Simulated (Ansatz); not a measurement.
# Decaying states in the gap of Cs2CaI2F2

A new crystal, Cs2CaI2F2: structure, gap and complex bands. It is built by putting I for part of the F in the Cs2CaF4 structure of space group I4/mmm, with the volume rescaled by atomic radii. The parent structure comes from the Materials Project.

Calculated with Ansatz 0.2.0; r2SCAN DFT, plane waves, PAW files, in the first sound run; inputs show where later runs differ.

The structure was built from a prototype and need not be the compound's stable phase.

## 1. Set-up

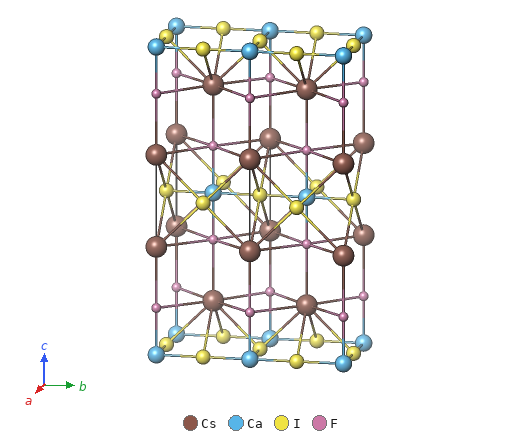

Start, viewed slightly off an axis; caesium brown, calcium blue, iodine yellow, fluorine pink. 1×2×1 cells are drawn. This picture shows the conventional cell, with its axes. Some periodic images of atoms are drawn too.

## 2. Relaxing the new crystal

The substituted atoms don't fit the parent's cell, so cell and atoms relax together. A small smearing keeps the run stable in case the gap closes on the way.

File input.yaml:

```yaml
crystal:
  lattice:
    - [-2.4250195128, 2.4250195128, 7.9960151165]
    - [2.4250195128, -2.4250195128, 7.9960151165]
    - [2.4250195128, 2.4250195128, -7.9960151165]
  atoms:
    - { symbol: Cs, position: [0.64931373, 0.64931373, 0.0] }
    - { symbol: Cs, position: [0.35068627, 0.35068627, 0.0] }
    - { symbol: Ca, position: [0.0, 0.0, 0.0] }
    - { symbol: I, position: [0.0, 0.5, 0.5] }
    - { symbol: I, position: [0.5, 0.0, 0.5] }
    - { symbol: F, position: [0.84789816, 0.84789816, 0.0] }
    - { symbol: F, position: [0.15210184, 0.15210184, 0.0] }
kpoints:
  mp_grid: { grid: [6, 6, 6] }
scf:
  occupations: { method: gaussian, width: 0.03 }
hamiltonian:
  xc: r2scan
output:
  forces: true
  stress: true
relax:
  f_tol: 0.02
  max_steps: 60
  cell: {}
```

The run is started by

```sh
ansatz run input.yaml --threads 2 --pin off --max-ram 4096MiB --backend cpu --events-out ev --progress --plain --runs-dir out
```

Numbers of over 12 decimals in the logs are rounded to 6 here.

Log:

```text
basis.fft_grid_basis auto: the FFT boxes are laid along the combinations [[1, 0, 1], [0, 1, 1], [0, 0, 1]] of the cell's own vectors, 4.850, 4.850 and 8.700 Å long. The dense box has 36×36×64 points. Along the cell's own vectors, as sized, it would have 64×64×64, 3.16 times as many. Of the 16 symmetry operations that the crystal satisfies within crystal.symmetry.tolerance (time reversal apart; of a slab, those that k [...]
Engine: ansatz 0.2.0, x86_64-unknown-linux-gnu
Pseudopotentials: kind: paw
Pseudopotential: Cs, paw, valence charge 9, recommended cutoff 500 eV (meta_gga), Cs.paw.azcp
Pseudopotential: Ca, paw, valence charge 10, recommended cutoff 500 eV (meta_gga), Ca.paw.azcp
Pseudopotential: I, paw, valence charge 17, recommended cutoff 500 eV (meta_gga), I.paw.azcp
Pseudopotential: F, paw, valence charge 7, recommended cutoff 500 eV (meta_gga), F.paw.azcp
Functional definition: r2SCAN
  parameter k0 = 0.174
  parameter k1 = 0.065
  parameter a1 = 4.9479
  exchange = r2scan_x(k0 = k0, k1 = k1, a1 = a1)
  correlation = r2scan_c
Crystal: 7 atoms, lattice volume = 188.089 Å³
Basis set: ecut = 500 eV, 4773 PW (Γ), FFT grids on a1+a3, a2+a3, a3, exchange–correlation on 144×144×256 points (64 copies of the dense FFT grid, shifted against one another)
Bands: 46, of which v1, the nominal top of the filled ones, is band 38 counted from 1 (37 counted from 0)
Symmetry: 16 space group operations
Space group: I4/mmm (ITA 139), of the structure as read, at distance tolerance 5.7e-5 Å
k-points: 30 of 216
Non-local potential: Cs, projectors of the file, l = 0: 3, l = 1: 2, l = 2: 2, l = 3: 2
Non-local potential: Ca, projectors of the file, l = 0: 3, l = 1: 2, l = 2: 2
Non-local potential: I, projectors of the file, l = 0: 2, l = 1: 2, l = 2: 2, l = 3: 2
Non-local potential: F, projectors of the file, l = 0: 2, l = 1: 2, l = 2: 1
PAW form: soft (Blöchl's): semilocal exchange-correlation on the pseudo side does not see the compensation charge
PAW frozen core: Cs, regenerated for the run's functional (the file was generated under x = pbe(κ = 0.804, μ = 0.219515), c = pbe(β = 0.066725))
PAW frozen core: Ca, regenerated for the run's functional (the file was generated under x = pbe(κ = 0.804, μ = 0.219515), c = pbe(β = 0.066725))
PAW frozen core: I, regenerated for the run's functional (the file was generated under x = pbe(κ = 0.804, μ = 0.219515), c = pbe(β = 0.066725))
PAW frozen core: F, regenerated for the run's functional (the file was generated under x = pbe(κ = 0.804, μ = 0.219515), c = pbe(β = 0.066725))
PAW one-centre angular grid: Cs, 302 points (default); XC on 160 Gauss nodes
PAW one-centre angular grid: Ca, 302 points (default); XC on 160 Gauss nodes
PAW one-centre angular grid: I, 590 points (default); XC on 160 Gauss nodes
PAW one-centre angular grid: F, 302 points (default); XC on 160 Gauss nodes
Initial density: superposition of atomic densities (neutral atoms: chi_scale 0, normalization atom), corrected by the library's trained network
Initial wavefunctions: pseudopotential atomic-orbital guess
Functional: x = r2scan, c = r2scan; τ floored in thin density (d = 2e-4 eV/Å³)
SCF iter   1: F=—  HF=-29872.666641 eV  |F-HF|=—  |Δ(HF+E_count)|=         —  Δρ=5.74e-3  dr2=8.66e-2  dr2_τ=9.84e-2  ethr=1.77e-3  ⟨swp⟩=13.7  Hψ=8043  notcnv=0  defer=2
preconditioner: auto → Resta (q_TF=auto, 2.346 Å⁻¹)  ε∞=3.5  [insulator: Δε(μ)=2.186 eV  Ē_g=10.820 eV  σ=0.030 eV  W_gap=1.00  n_scr=32 (ndim 8)  ℏωp=17.1 eV  f_vac=0.133  D(μ)=0.00/eV (n_scr^D=0)  ε∞_Penn≈3.5]
SCF iter   2: F=—  HF=-29872.900687 eV  |F-HF|=—  |Δ(HF+E_count)|=   2.34e-1  Δρ=2.94e-3  dr2=2.18e-2  dr2_τ=1.24e-3  ethr=1.14e-4  ⟨swp⟩=3.4  Hψ=2771  notcnv=0  defer=88
SCF iter   3: F=—  HF=-29872.894118 eV  |F-HF|=—  |Δ(HF+E_count)|=   6.57e-3  Δρ=1.14e-3  dr2=4.55e-3  dr2_τ=2.57e-4  ethr=2.87e-5  ⟨swp⟩=2.8  Hψ=2048  notcnv=0  defer=58
automatic band count: iteration 3 solves 45 bands in place of 46: the levels show a gap, and the empty bands left out lie too high to hold charge; the band table lists the bands solved (type scf.n_extra_bands for more)
SCF iter   4: F=—  HF=-29872.893013 eV  |F-HF|=—  |Δ(HF+E_count)|=   1.10e-3  Δρ=4.61e-4  dr2=3.49e-4  dr2_τ=2.19e-5  ethr=5.99e-6  ⟨swp⟩=2.1  Hψ=2252  notcnv=0  defer=58
SCF iter   5: F=—  HF=-29872.893163 eV  |F-HF|=—  |Δ(HF+E_count)|=   1.50e-4  Δρ=1.33e-4  dr2=4.64e-5  dr2_τ=2.27e-6  ethr=4.59e-7  ⟨swp⟩=2.0  Hψ=2122  notcnv=0  defer=58
SCF iter   6: F=—  HF=-29872.893287 eV  |F-HF|=—  |Δ(HF+E_count)|=   1.24e-4  Δρ=2.26e-5  dr2=1.77e-6  dr2_τ=5.63e-8  ethr=6.11e-8  ⟨swp⟩=2.0  Hψ=2156  notcnv=0  defer=58
SCF iter   7: F=—  HF=-29872.893290 eV  |F-HF|=—  |Δ(HF+E_count)|=   3.43e-6  Δρ=7.17e-6  dr2=1.40e-7  dr2_τ=9.66e-9  ethr=2.33e-9  ⟨swp⟩=2.0  Hψ=2069  notcnv=0  defer=58
SCF iter   8: F=-29872.893291 eV  HF=-29872.893291 eV  |F-HF|=1.12e-8  |Δ(HF+E_count)|=   2.93e-7  Δρ=1.64e-6  dr2=6.61e-9  dr2_τ=2.82e-10  ethr=1.32e-10  ⟨swp⟩=5.0  Hψ=4690  notcnv=0
SCF 1 converged in 8 iterations: F = -29872.893291 eV  dr2 = 6.61e-9
  greatest PAW one-centre occupation: 0.999 electrons in one spin orbital (limit 2), on the I atom at site 3 (counted from 0), in its partial waves of l = 2
relax step   1: F+E_penalty+E_count = -29872.89329075 eV  Δ(F+E_penalty+E_count) = +0.000e0 eV  max|allowed force component| = 2.074e0 eV/Å  Δτ_max = 0.0000 Å  P = +22.571 GPa  Ω = 188.089 Å³  (8 SCF iters, dr2 threshold 1.00e-7 eV, accepted)
Crystal: 7 atoms, lattice volume = 207.828 Å³
Basis set: ecut = 500 eV, 5293 PW (Γ), FFT grids on a1+a3, a2+a3, a3, exchange–correlation on 144×144×256 points (64 copies of the dense FFT grid, shifted against one another)
Initial density: handed on by an earlier stage of this run
Initial wavefunctions: those handed on with the density
iter 1 solved again at ethr=6.82e-4 eV; its pass at ethr=3.10e-3 eV (dr2=5.18e-1 eV) is discarded
SCF iter   1: F=—  HF=-29875.515640 eV  |F-HF|=—  |Δ(HF+E_count)|=         —  Δρ=1.29e-2  dr2=5.19e-1  dr2_τ=4.16e-1  ethr=6.82e-4  ⟨swp⟩=1.6  Hψ=7902  notcnv=0
automatic band count: iteration 1 solves 43 bands in place of 46: the levels show a gap, and the empty bands left out lie too high to hold charge; the band table lists the bands solved (type scf.n_extra_bands for more)
preconditioner: auto → Resta (q_TF=auto, 2.307 Å⁻¹)  ε∞=3.6  [insulator: Δε(μ)=3.111 eV  Ē_g=10.179 eV  σ=0.030 eV  W_gap=1.00  n_scr=32 (ndim 8)  ℏωp=16.3 eV  f_vac=0.150  D(μ)=0.00/eV (n_scr^D=0)  ε∞_Penn≈3.6]
[...]
relax step   6: F+E_penalty+E_count = -29880.57282719 eV  Δ(F+E_penalty+E_count) = -2.843e-1 eV  max|allowed force component| = 3.502e-2 eV/Å  Δτ_max = 0.0475 Å  P = +0.909 GPa  Ω = 261.762 Å³  energy of the carried Pulay correction = -1.165e-2 eV  (7 SCF iters, dr2 threshold 7.00e-7 eV, accepted)
relax step   7: F+E_penalty+E_count = -29880.58508529 eV  Δ(F+E_penalty+E_count) = -1.226e-2 eV  max|allowed force component| = 1.689e-1 eV/Å  Δτ_max = 0.0556 Å  P = -0.189 GPa  Ω = 270.961 Å³  energy of the carried Pulay correction = -1.272e-2 eV  (6 SCF iters, dr2 threshold 7.00e-7 eV, accepted)
relax step   8: F+E_penalty+E_count = -29880.59396184 eV  Δ(F+E_penalty+E_count) = -8.877e-3 eV  max|allowed force component| = 2.762e-2 eV/Å  Δτ_max = 0.0664 Å  P = -0.049 GPa  Ω = 270.343 Å³  energy of the carried Pulay correction = -1.265e-2 eV  (6 SCF iters, dr2 threshold 7.00e-7 eV, accepted)
relax step   9: F+E_penalty+E_count = -29880.59449411 eV  Δ(F+E_penalty+E_count) = -5.323e-4 eV  max|allowed force component| = 5.144e-3 eV/Å  Δτ_max = 0.0116 Å  P = -0.001 GPa  Ω = 269.651 Å³  energy of the carried Pulay correction = -1.258e-2 eV  (6 SCF iters, dr2 threshold 4.77e-8 eV, accepted)
relax step  10: F+E_penalty+E_count = -29880.84954949 eV  Δ(F+E_penalty+E_count) = -2.551e-1 eV  max|allowed force component| = 4.288e-3 eV/Å  Δτ_max = 0.0000 Å  P = +1.254 GPa  Ω = 269.651 Å³  stress off target by 1.79e0 GPa  SCF on the basis re-selected at this cell (its energy is not comparable with the rows above)  (8 SCF iters)
relax step  11: F+E_penalty+E_count = -29880.97012041 eV  Δ(F+E_penalty+E_count) = -1.206e-1 eV  max|allowed force component| = 4.251e-2 eV/Å  Δτ_max = 0.0390 Å  P = +0.494 GPa  Ω = 282.876 Å³  energy of the carried Pulay correction = -1.735e-3 eV  (7 SCF iters, dr2 threshold 7.00e-7 eV, accepted)
relax step  12: F+E_penalty+E_count = -29881.00244092 eV  Δ(F+E_penalty+E_count) = -3.232e-2 eV  max|allowed force component| = 3.455e-3 eV/Å  Δτ_max = 0.0314 Å  P = +0.109 GPa  Ω = 292.676 Å³  energy of the carried Pulay correction = -2.918e-3 eV  (6 SCF iters, dr2 threshold 7.00e-7 eV, accepted)
relax step  13: F+E_penalty+E_count = -29881.00389422 eV  Δ(F+E_penalty+E_count) = -1.453e-3 eV  max|allowed force component| = 5.641e-3 eV/Å  Δτ_max = 0.0097 Å  P = +0.018 GPa  Ω = 295.276 Å³  energy of the carried Pulay correction = -3.219e-3 eV  (6 SCF iters, dr2 threshold 5.97e-8 eV, accepted)
Basis set: ecut = 500 eV, 7509 PW (Γ), FFT grids on a1+a3, a2+a3, a3, exchange–correlation on 192×192×256 points (64 copies of the dense FFT grid, shifted against one another)
iter 1 solved again at ethr=2.06e-7 eV; its pass at ethr=3.10e-3 eV (dr2=1.57e-4 eV) is discarded
SCF iter   1: F=—  HF=-29880.999290 eV  |F-HF|=—  |Δ(HF+E_count)|=         —  Δρ=2.07e-4  dr2=8.20e-6  dr2_τ=1.67e-5  ethr=2.06e-7  ⟨swp⟩=4.3  Hψ=12245  notcnv=0
preconditioner: auto → Resta (q_TF=auto, 2.176 Å⁻¹)  ε∞=2.7  [insulator: Δε(μ)=4.527 eV  Ē_g=10.381 eV  σ=0.030 eV  W_gap=1.00  n_scr=44 (ndim 8)  ℏωp=13.7 eV  f_vac=0.233  D(μ)=0.00/eV (n_scr^D=0)  ε∞_Penn≈2.7]
SCF iter   2: F=—  HF=-29881.006187 eV  |F-HF|=—  |Δ(HF+E_count)|=   6.90e-3  Δρ=1.06e-4  dr2=1.83e-6  dr2_τ=1.72e-5  ethr=1.08e-8  ⟨swp⟩=3.1  Hψ=2788  notcnv=0
SCF iter   3: F=—  HF=-29881.006534 eV  |F-HF|=—  |Δ(HF+E_count)|=   3.47e-4  Δρ=3.76e-5  dr2=4.53e-7  dr2_τ=2.07e-6  ethr=2.41e-9  ⟨swp⟩=2.7  Hψ=2369  notcnv=0
SCF iter   4: F=—  HF=-29881.006528 eV  |F-HF|=—  |Δ(HF+E_count)|=   6.25e-6  Δρ=1.24e-5  dr2=1.89e-7  dr2_τ=1.05e-7  ethr=5.96e-10  ⟨swp⟩=2.0  Hψ=2223  notcnv=0
SCF iter   5: F=—  HF=-29881.006527 eV  |F-HF|=—  |Δ(HF+E_count)|=   7.92e-7  Δρ=1.53e-6  dr2=1.77e-8  dr2_τ=5.09e-10  ethr=2.49e-10  ⟨swp⟩=2.0  Hψ=2174  notcnv=0
SCF iter   6: F=—  HF=-29881.006527 eV  |F-HF|=—  |Δ(HF+E_count)|=   4.19e-8  Δρ=6.32e-7  dr2=4.01e-9  dr2_τ=7.15e-11  ethr=2.33e-11  ⟨swp⟩=2.0  Hψ=1915  notcnv=0
SCF iter   7: F=—  HF=-29881.006527 eV  |F-HF|=—  |Δ(HF+E_count)|=   8.17e-9  Δρ=2.28e-7  dr2=5.42e-10  dr2_τ=8.15e-12  ethr=5.28e-12  ⟨swp⟩=2.0  Hψ=1904  notcnv=0
SCF iter   8: F=-29881.006527 eV  HF=-29881.006527 eV  |F-HF|=1.82e-11  |Δ(HF+E_count)|=  6.22e-10  Δρ=8.19e-8  dr2=5.25e-11  dr2_τ=9.28e-13  ethr=1.00e-12  ⟨swp⟩=4.0  Hψ=5707  notcnv=0
SCF 14 converged in 8 iterations: F = -29881.006527 eV  dr2 = 5.25e-11
relax step  14: F+E_penalty+E_count = -29881.00652692 eV  Δ(F+E_penalty+E_count) = -2.633e-3 eV  max|allowed force component| = 5.107e-3 eV/Å  Δτ_max = 0.0000 Å  P = +0.015 GPa  Ω = 295.276 Å³  stress off target by 1.64e-2 GPa  SCF on the basis re-selected at this cell (its energy is not comparable with the rows above)  (8 SCF iters)
basis re-selected at this cell: Δ(F+E_penalty+E_count) = -2.633e-3 eV, ΔP = -0.003 GPa vs the last step (what re-selecting the basis moved, of the pressure what is left beyond the Pulay correction that the steps carried, after the strain that the cell walked since its last selection, with what the two solves' SCF thresholds leave and, on support functions, any second-order correction that the steps lacked; it is no measure of the basis error at this ecutwfc). The dense FFT grid was sized anew with the basis: this SCF ran on 48×48×64 points, the steps before it on 45×45×64, so part of this shift can come from that change (see relax.cell in the input reference). [rest of the remark cut]
SCF converged after 8 iterations
Free energy (F): -29881.006527 eV
Harris-Foulkes:  -29881.006527 eV  (|F-HF|=1.82e-11)
Internal energy: -29881.006527 eV  (E = F + TS)
E sigma→0 (E₀):  -29881.006527 eV
Fermi energy:    3.715241 eV
--- Per-component energies (eV) ---
  E_band       = -1280.767068
  E_kinetic    = 1357.974003
  E_local      = -8515.044389  (includes V_loc(G=0)·N_el)
  E_nonlocal   = 87.040057
  E_hartree    = 3906.336423
  E_xc         = -864.659966
  E_vxc        = -986.103177  (∫ρ·V_xc dr)
  E_paw        = -21135.237549  (= ΣΔE_a)
  E_vpaw       = -1097.392437  (= ΣTr[D̂ρ^β])
  E_aug_tail   = 0.001931  (compensation charges beyond the density's cutoff)
  E_vtau       = 60.083455  (kinetic-family band-sum trace: ∫τ·v_τ [+ j·A + Jᵃ·Aᵃ] dr)
  E_ewald      = -4717.379453
  E_core_change = -0.037584  (= ΣΔE_core)
  E_smearing   = -0.000000  (= −TS)
  E_closure    = -0.000000  (closes the sum)
  Σ components = -29881.006527   (vs F -29881.006527, Δ=0.00e0)
--- Forces (eV/Å), atoms counted from 1 ---
  atom   1  Cs    -0.00000000     0.00000000     0.00002752
  atom   2  Cs     0.00000000    -0.00000000    -0.00002752
  atom   3  Ca    -0.00000000     0.00000000     0.00000000
  atom   4  I      0.00000000    -0.00000000    -0.00000000
  atom   5  I     -0.00000000     0.00000000    -0.00000000
  atom   6  F      0.00000000     0.00000000    -0.00510672
  atom   7  F     -0.00000000     0.00000000     0.00510672
  max |Σ_I F_I| component: 1.73e-18 eV/Å
--- Stress (GPa, compression-positive) ---
        0.016413       0.000000       0.000000
        0.000000       0.016413       0.000000
        0.000000      -0.000000       0.012073
  P = ⅓ Tr σ = 0.0150 GPa (0.150 kbar)
--- Relaxed structure (12 steps of the walk, 12 accepted, 2 SCFs on fresh bases) ---
  F+E_penalty+E_count = -29881.00652692 eV   max|allowed force component| = 5.107e-3 eV/Å   (the final SCF, on the basis selected at the relaxed cell)
  cell:  # Å, volume = 295.2759 Å³
    - [-3.228368, 3.228368, 7.082752]
    - [3.228368, -3.228368, 7.082752]
    - [3.228368, 3.228368, -7.082752]
  atoms:
    - { symbol: Cs, position: [0.659724, 0.659724, 0] }
    - { symbol: Cs, position: [0.340276, 0.340276, 0] }
    - { symbol: Ca, position: [-2.7990230426665587e-19, -2.7990230426665346e-19, 0] }
    - { symbol: I, position: [-2.799023042666555e-19, 0.500000, 0.500000] }
    - { symbol: I, position: [0.500000, -2.7990230426665385e-19, 0.500000] }
    - { symbol: F, position: [0.850108, 0.850108, 0] }
    - { symbol: F, position: [0.149892, 0.149892, 0] }
```

Run time: 94 s. Hardware: 2 threads of AMD EPYC 9R45, shared host; peak memory 1.4 GiB; 3 min of CPU time.

Relaxation path:

```tsv
step	energy less that of the first step (eV)	largest force component (eV/Å)	pressure (GPa)	volume (Å³)
1	0.0000	2.0736	22.57	188.09
2	-3.2662	1.1678	12.96	207.83
3	-5.3091	0.6838	7.28	225.66
4	-6.6287	0.3623	3.94	241.04
5	-7.3952	0.1067	2.04	253.09
6	-7.6795	0.0350	0.91	261.76
7	-7.6918	0.1689	-0.19	270.96
8	-7.7007	0.0276	-0.05	270.34
9	-7.7012	0.0051	0.00	269.65
10*	-7.9563	0.0043	1.25	269.65
11	-8.0768	0.0425	0.49	282.88
12	-8.1092	0.0035	0.11	292.68
13	-8.1106	0.0056	0.02	295.28
14*	-8.1132	0.0051	0.01	295.28
```

Relaxation steps marked * repeat the geometry before them on a plane-wave basis chosen anew for their cell, so energy and pressure can jump there.

Forces are held to the 16 operations that the run works with; a distortion that breaks them can't arise in this run.

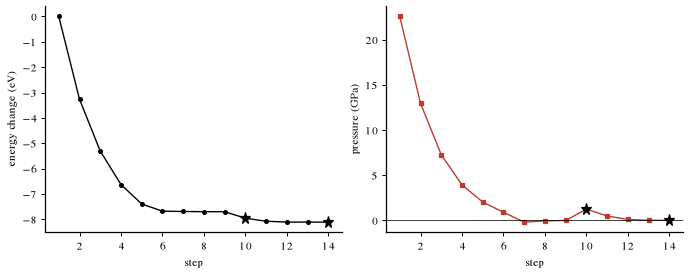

Energy and pressure along the relaxation. Stars mark steps on a basis chosen anew.

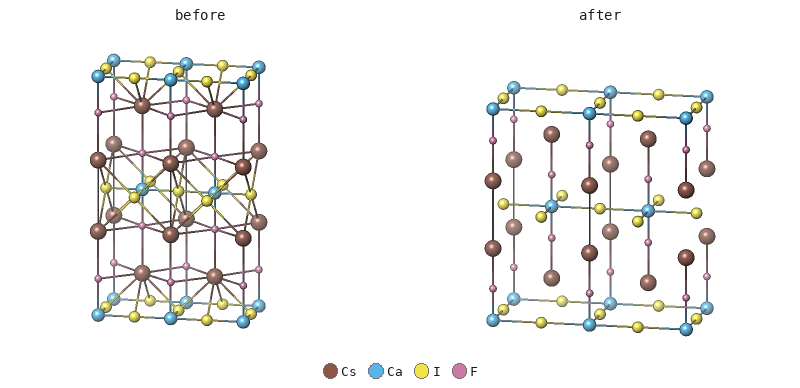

The structure before and after the relaxation, drawn at the same scale.

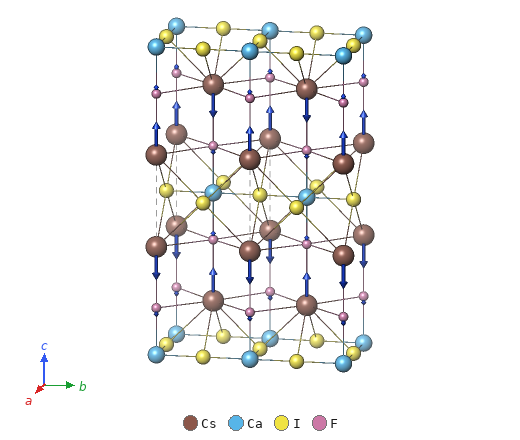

Displacements in the relaxation, exaggerated, measured against the changing cell; the longest in the cell stands for 0.15 Å. 1×2×1 conventional cells are drawn. Some periodic images of atoms are drawn too.

```tsv
cell as run	before	after	change
a (Å)	8.700	8.427	-3.1 %
b (Å)	8.700	8.427	-3.1 %
c (Å)	8.700	8.427	-3.1 %
α (°)	147.63	134.95	-8.6 %
β (°)	147.63	134.95	-8.6 %
γ (°)	46.43	65.61	+41.3 %
volume (Å³/atom)	26.87	42.18	+57.0 %
```

The atoms that moved most (Å, as changes of fractional coordinates times the final cell):

```tsv
atom	dx	dy	dz	length
Cs2	0.000	0.000	-0.147	0.147
Cs1	0.000	0.000	0.147	0.147
F7	0.000	0.000	-0.031	0.031
F6	0.000	0.000	0.031	0.031
```

This step gave:

| Item | Value |
| --- | --- |
| free energy | -29881.0065 eV |
| Fermi energy | 3.715 eV |
| pressure | 0.01497 GPa |

The largest force component on a free atom ends at 0.0051 eV/Å.

(Continued in part 2 of 2.)

[Logs are printed without paths, hosts, clocks, repeated set-up lines and the standing remarks that a program may print on its own settings, such as how far it seeks lower states.]

[Hosts, paths, dates, database ids (printed as entryN), source tags and the programs' standing remarks are cut or masked in the printed files.]

[New means built here by substitution; the compound itself may be known and measured.]
